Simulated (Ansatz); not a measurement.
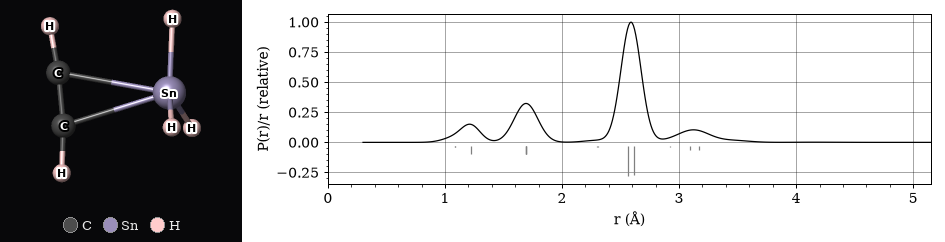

Simulated gas electron diffraction: radial distribution curve of C2H5Sn (charge +1, ignored in the scattering factors). Each pair of atoms contributes with weight ZᵢZⱼ/r (bars below the curve); damping constant 0.002 Å²; vibrational amplitudes assumed, not computed: 0.05 Å for bonds, 0.078 Å for bonds to H, 0.06 + 0.015 r up to 0.15 Å for other pairs. The geometry is the end point of an optimisation (RKS PBE0/def2-SVP in Ansatz); it may be a saddle point or a higher isomer. SMILES: [CH+]=[CH][SnH3].

Question: Which pairs of atoms lie under the first 4 clear peaks? Mark bonded pairs by – and others by ···.

Answer: Peak 1, 1.21 Å: C–H 1.08 Å (×2), C–C 1.22 Å, not resolved
Peak 2, 1.69 Å: Sn–H 1.69 Å (×3)
Peak 3, 2.59 Å: Sn–C 2.56–2.62 Å (×2), not resolved
Peak 4, 3.12 Å: C···H 2.92–3.12 Å (×3), Sn···H 3.09–3.17 Å (×2), not resolved; in its flanks C···H 3.45–3.51 Å
